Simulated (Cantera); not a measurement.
A closed system holds: 1 mol Si, 1.5 mol CO₂, 1.1 mol H₂, 0.86 mol H₂O, equilibrated at 84.0 Pa.

Cantera equilibrium calculation (NASA polynomials, part measured and part estimated; ideal gas, pure solids and liquids). Candidate condensed phases: C, C₆H₆, C₇H₈, C₈H₁₈, H₂O, Si, SiC, SiO₂; 123 gas species. The tables hold silica as quartz up to 1696 K and as liquid above; real silica turns to tridymite and cristobalite and melts near 1996 K. Rates play no part.

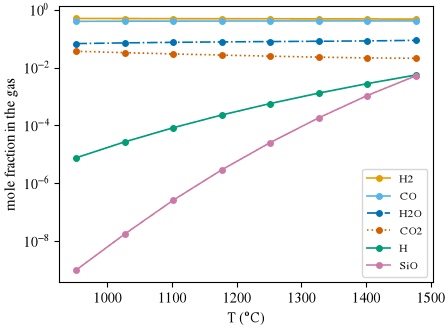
*Equilibrium gas composition (values under 1e-9 drawn at 1e-9)*

Read off the mole fractions at 1477 °C.

H₂ about 0.47, CO about 0.41, H₂O about 0.087, CO₂ about 0.021, H about 0.0055, SiO about 0.0052.
